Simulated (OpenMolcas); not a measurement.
# BH3 (SMILES B): MP2/def2-TZVPP

Aim: the energy change on altering one bond length of BH3 at MP2/def2-TZVPP, from 2 runs. 

Program for the calculation: OpenMolcas 26.06.

## 1. The structure to begin with

The species is BH3 (4 atoms), meant as a singlet with charge 0. SMILES: `B`. The coordinates come from a PBE0-D4/def2-TZVP relaxation.

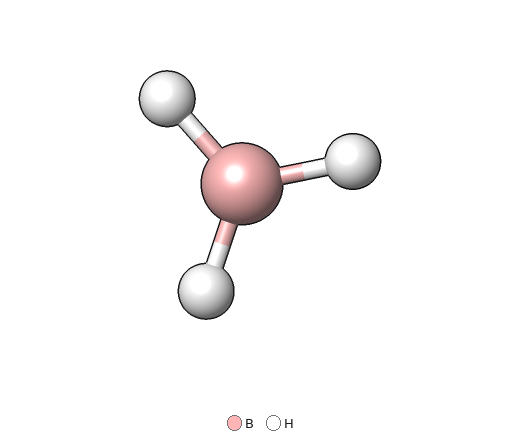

The structure, seen from a chosen angle (boron pink, hydrogen white).

## 2. A single-point energy at MP2/def2-TZVPP

job.input

```
>>> EXPORT MOLCAS_PRINT=2
&GATEWAY
BasLib=$CurrDir
Coord
4
bohr
B      0.02626719    -0.02853486    -0.00963760
H      1.85608900     0.72130846     1.07487622
H     -0.52194236    -2.21438107     0.08125822
H     -1.25553404     1.40765699    -1.18466931
Basis=def2-TZVPP
Group=NoSym
&SEWARD
&SCF
PrOrbitals=0
&MBPT2
Frozen=1
```

The basis set def2-TZVPP is read from a file made from the Basis Set Exchange's data (not shown).

On the command line:

```console
$ export MOLCAS_MEM=1860
$ pymolcas job.input > job.log
```

Standard output:

```text
--- Start Module: gateway ---
[...]
--- Stop Module: gateway /rc=_RC_ALL_IS_WELL_ ---
[...]
      Basis functions           73
[...]
--- Start Module: scf ---
[...]
       Convergence after   8 Iterations
[...]
::    Total SCF energy                                -26.4006504100
[...]
      Total spin, S                                     0.0000000000
[...]
      Total electronic charge=    8.000000
      Total            charge=   -0.000000
[...]
      Dipole Moment (debye):
      Origin of the operator (angstrom)=    0.0139   -0.0151   -0.0051
                   X=  6.7183E-05               Y= -3.5777E-05               Z= -1.7635E-04           Total=  1.9207E-04
      Quadrupole Moment (debye*angstrom):
[...]
--- Stop Module: scf /rc=_RC_ALL_IS_WELL_ ---
[...]
--- Start Module: mbpt2 ---
[...]
WARNING!
Default frozen orbitals as non valence orbitals is overwritten by user input.
Default values:   1
[...]
       Reference weight ( Cref**2 )         =        0.96165
::    Total MBPT2 energy                              -26.5139349187
[...]
      Total MBPT2 calculations                           0.11      0.12
--- Stop Module: mbpt2 /rc=_RC_ALL_IS_WELL_ ---
[...]
```

Run time: 3.3 s. Hardware: 1 thread of Arm Neoverse V1, shared host; peak memory 0.42 GiB.

## 3. The distorted shape at the same level

job.inp

```
&GATEWAY
 BASLIB = $CurrDir
 COORD
 4
 bohr
 B      1.30806464    -1.46472294     1.16539221
 H      3.13788645    -0.71487961     2.24990603
 H      0.75985510    -3.65056915     1.25628804
 H     -1.25553404     1.40765699    -1.18466931
 BASIS = def2-TZVPP
 GROUP = NoSym

&SEWARD

&SCF
 PRORBITALS = 0

&MBPT2
 FROZEN = 1
```

The basis set def2-TZVPP is read from a file made from the Basis Set Exchange's data (not shown).

On the command line:

```console
$ export MOLCAS_MEM=1860
$ pymolcas job.inp > job.log
```

Standard output:

```text
--- Start Module: gateway ---
[...]
--- Stop Module: gateway /rc=_RC_ALL_IS_WELL_ ---
[...]
      Basis functions           73
[...]
--- Start Module: scf ---
[...]
       Convergence after  10 Iterations
[...]
::    Total SCF energy                                -26.2408163698
[...]
      Total spin, S                                     0.0000000000
[...]
      Total electronic charge=    8.000000
      Total            charge=   -0.000000
[...]
      Dipole Moment (debye):
      Origin of the operator (angstrom)=    0.6435   -0.7205    0.5721
                   X=  1.5041E+00               Y= -1.6852E+00               Z=  1.3787E+00           Total=  2.6463E+00
      Quadrupole Moment (debye*angstrom):
[...]
--- Stop Module: scf /rc=_RC_ALL_IS_WELL_ ---
[...]
--- Start Module: mbpt2 ---
[...]
WARNING!
Default frozen orbitals as non valence orbitals is overwritten by user input.
Default values:   1
[...]
       Reference weight ( Cref**2 )         =        0.93997
::    Total MBPT2 energy                              -26.3612449931
[...]
      Total MBPT2 calculations                           0.11      0.12
--- Stop Module: mbpt2 /rc=_RC_ALL_IS_WELL_ ---
[...]
```

Wall time 3.6 s (1 thread of Arm Neoverse V1, shared host); peak memory 0.42 GiB.

## 4. Summary of results

Level: MP2/def2-TZVPP, 1 core orbital frozen.

```
                                                         quantity         value
                                        first shape: total energy  -26.51393 Eh
                  first shape: dipole moment (mean-field density)        0.00 D
                 first shape: HOMO energy (Hartree–Fock orbitals)     -13.55 eV
                 first shape: LUMO energy (Hartree–Fock orbitals)       1.47 eV
               first shape: HOMO–LUMO gap (Hartree–Fock orbitals)      15.01 eV
          first shape: correlation energy (1 core orbital frozen)    -113.3 mEh
                                    distorted shape: total energy  -26.36124 Eh
              distorted shape: dipole moment (mean-field density)        2.65 D
             distorted shape: HOMO energy (Hartree–Fock orbitals)      -9.27 eV
             distorted shape: LUMO energy (Hartree–Fock orbitals)       0.74 eV
           distorted shape: HOMO–LUMO gap (Hartree–Fock orbitals)      10.01 eV
      distorted shape: correlation energy (1 core orbital frozen)    -120.4 mEh
energy change with the B1–H4 bond stretched from 1.193 to 2.387 Å      4.155 eV
```

**Reading.** One bond (distorted shape) is far stretched, which a spin-restricted single reference describes badly; perturbation theory on it can break down and give far too much correlation. With the B1–H4 bond stretched from 1.193 to 2.387 Å the energy rises by 4.15 eV (96 kcal/mol). The first shape isn't relaxed at this level, so the change isn't measured from a minimum. A restricted reference can't describe the breaking bond well at this length. Mulliken charges (distorted shape) of the mean-field density run from -0.16 on H4 to +0.09 on B1.
